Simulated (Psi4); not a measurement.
# BH2O (SMILES B[O]): UMP2/6-311+G(d,p) (density fitting with cc-pvtz-jkfit, density fitting for correlation, sweep point 4)

Aim: the vertical ionisation energy of BH2O at UMP2/6-311+G** (density fitting with cc-pvtz-jkfit, density fitting for correlation, sweep point 4), from 2 runs. Input form: a Python script.

The calculation is run with Psi4 1.11.

2 further runs of the same task are left out: 2 set aside as unsound or not needed.

## 1. The system as given

The species is BH2O (4 atoms), meant as a doublet with charge 0. As SMILES, `B[O]`. The shape is that of a PBE0-D4/def2-TZVP optimisation.

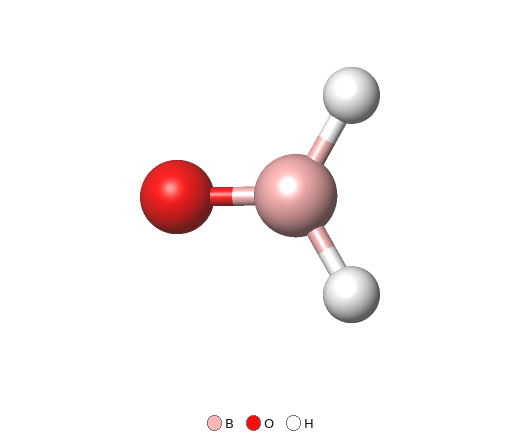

The structure, seen from a chosen angle (boron pink, oxygen red, hydrogen white).

## 2. A single-point energy at UMP2/6-311+G(d,p) (density fitting with cc-pvtz-jkfit, density fitting for correlation, sweep point 4)

The input, calc.py:

```python
import psi4

psi4.set_memory(1600000000)
psi4.set_num_threads(1)
psi4.set_output_file('psi4.out', False)

geom = psi4.geometry("""
0 2
B     -0.001100    -0.010300    -0.015100
O      1.025300    -0.340800     0.676900
H     -1.052600    -0.587700     0.151600
H      0.083900     0.878500    -0.833600
symmetry c1
""")

psi4.set_options({
    'basis': '6-311+G**',
    'reference': 'uhf',
    'puream': True,
    'scf_type': 'df',
    'num_frozen_docc': 2,
    'df_basis_scf': 'cc-pvtz-jkfit',
    'maxiter': 100,
})

e_tot, wfn = psi4.energy("mp2", molecule=geom, return_wfn=True)
print(f'mp2 energy: {e_tot:.10f} Eh')
```

Run with:

```sh
$ python calc.py
```

psi4.out:

```text
[...]
  Running in c1 symmetry.
[...]
  Nuclear repulsion =   25.066185915136671
[...]
  Multiplicity = 2
[...]
  Nalpha       = 8
  Nbeta        = 7
[...]
    Number of basis functions: 56
[...]
   @DF-UHF iter   1:  -100.55412581145427   -8.88009e-01   8.85161e-03 ADIIS/DIIS
[...]
   @DF-UHF iter  15:  -100.72918297698425   -4.39115e-12   6.23615e-09 DIIS
[...]
   @S^2 Observed:                7.682049457E-01
[...]
    Orbital Energies [Eh]
    ---------------------
    Alpha Occupied:
       1A    -20.653898     2A     -7.628675     3A     -1.433997
       4A     -0.738400     5A     -0.719085     6A     -0.616920
       7A     -0.604802     8A     -0.482895
    Alpha Virtual:
       9A      0.058277    10A      0.064834    11A      0.074809
      12A      0.077575    13A      0.159846    14A      0.234499
      15A      0.263158    16A      0.271057    17A      0.288349
      18A      0.311740    19A      0.317001    20A      0.359800
      21A      0.489530    22A      0.540406    23A      0.547182
      24A      0.693003    25A      0.726284    26A      0.884679
[...]
  @DF-UHF Final Energy:  -100.72918297698425
   => Energetics <=
    Nuclear Repulsion Energy =             25.0661859151366713
    One-Electron Energy =                -186.8256208378934957
    Two-Electron Energy =                  61.0302519457725836
    Total Energy =                       -100.7291829769842479
  UHF NO Occupations:
  HONO-2 :    6  A 1.9972251
  HONO-1 :    7  A 1.9962034
[...]
 Multipole Moments:
 ------------------------------------------------------------------------------------
     Multipole            Electronic (a.u.)      Nuclear  (a.u.)        Total (a.u.)
 ------------------------------------------------------------------------------------
 L = 1.  Multiply by 2.5417464519 to convert [e a0] to [Debye]
 Dipole X            :          1.0593042           -1.3939566           -0.3346525
 Dipole Y            :         -0.3413471            0.4490229            0.1076758
 Dipole Z            :          0.7144308           -0.9399742           -0.2255435
 Magnitude           :                                                    0.4176795
[...]
```

Standard output:

```text
mp2 energy: -100.9799489840 Eh
```

It took 2.4 s on 1 thread of Intel Xeon Platinum 8259CL at 2.50GHz (Skylake/Cascade Lake), shared host; peak memory 0.19 GiB.

## 3. The singlet cation

The input, run.py:

```python
import psi4

psi4.set_memory('1600 MB')
psi4.set_num_threads(1)
psi4.set_output_file('output.dat', False)

mol = psi4.geometry("""
1 1
B     -0.001100    -0.010300    -0.015100
O      1.025300    -0.340800     0.676900
H     -1.052600    -0.587700     0.151600
H      0.083900     0.878500    -0.833600
symmetry c1
""")

psi4.set_options({
    'basis': '6-311+G**',
    'reference': 'rhf',
    'puream': True,
    'scf_type': 'df',
    'num_frozen_docc': 2,
    'df_basis_scf': 'cc-pvtz-jkfit',
})

e_tot, wfn = psi4.energy("mp2", molecule=mol, return_wfn=True)
print('E =', round(e_tot, 9))
```

Run with:

```sh
$ python run.py
```

output.dat:

```text
[...]
  Running in c1 symmetry.
[...]
  Nuclear repulsion =   25.066185915136671
[...]
  Multiplicity = 1
[...]
  Nalpha       = 7
  Nbeta        = 7
[...]
    Number of basis functions: 56
[...]
   @DF-RHF iter   1:  -100.09551408069612   -4.29397e-01   7.55498e-03 DIIS/ADIIS
[...]
   @DF-RHF iter  11:  -100.25331420363165   -2.33058e-12   8.43610e-09 DIIS
[...]
    Orbital Energies [Eh]
    ---------------------
    Doubly Occupied:
       1A    -21.075538     2A     -7.970181     3A     -1.732501
       4A     -1.079878     5A     -0.960969     6A     -0.927740
       7A     -0.868925
[...]
  @DF-RHF Final Energy:  -100.25331420363165
   => Energetics <=
    Nuclear Repulsion Energy =             25.0661859151366713
    One-Electron Energy =                -181.4075360150904714
    Two-Electron Energy =                  56.0880358963221397
    Total Energy =                       -100.2533142036316463
[...]
 Multipole Moments:
 ------------------------------------------------------------------------------------
     Multipole            Electronic (a.u.)      Nuclear  (a.u.)        Total (a.u.)
 ------------------------------------------------------------------------------------
 L = 1.  Multiply by 2.5417464519 to convert [e a0] to [Debye]
 Dipole X            :          0.3747713           -1.3939566           -1.0191853
 Dipole Y            :         -0.1207066            0.4490229            0.3283163
 Dipole Z            :          0.2527048           -0.9399742           -0.6872695
 Magnitude           :                                                    1.2723481
[...]
```

Standard output:

```text
E = -100.529588986
```

It took 2.5 s on 1 thread of Intel Xeon Platinum 8259CL at 2.50GHz (Skylake/Cascade Lake), shared host; peak memory 0.19 GiB.

## 4. Summary of results

Level: UMP2/6-311+G** (density fitting with cc-pvtz-jkfit, density fitting for correlation, sweep point 4), 2 core orbitals frozen.

```
                                                                quantity          value
                                              doublet BH2O: total energy  -100.97995 Eh
doublet BH2O: HOMO energy (Hartree–Fock orbitals) (highest over α and β)      -13.14 eV
 doublet BH2O: LUMO energy (Hartree–Fock orbitals) (lowest over α and β)        1.37 eV
               doublet BH2O: correlation energy (2 core orbitals frozen)     -250.8 mEh
                         doublet BH2O: ⟨S²⟩ of the reference determinant          0.768
                                            singlet cation: total energy  -100.52959 Eh
                     singlet cation: HOMO energy (Hartree–Fock orbitals)      -23.64 eV
                     singlet cation: LUMO energy (Hartree–Fock orbitals)      -10.74 eV
                   singlet cation: HOMO–LUMO gap (Hartree–Fock orbitals)       12.90 eV
             singlet cation: correlation energy (2 core orbitals frozen)     -276.3 mEh
                      vertical ionisation energy (to the singlet cation)      12.255 eV
```

What this shows: The vertical ionisation energy comes to 12.25 eV (1182 kJ/mol). Only the singlet of the ionised species was computed; a triplet could lie lower.
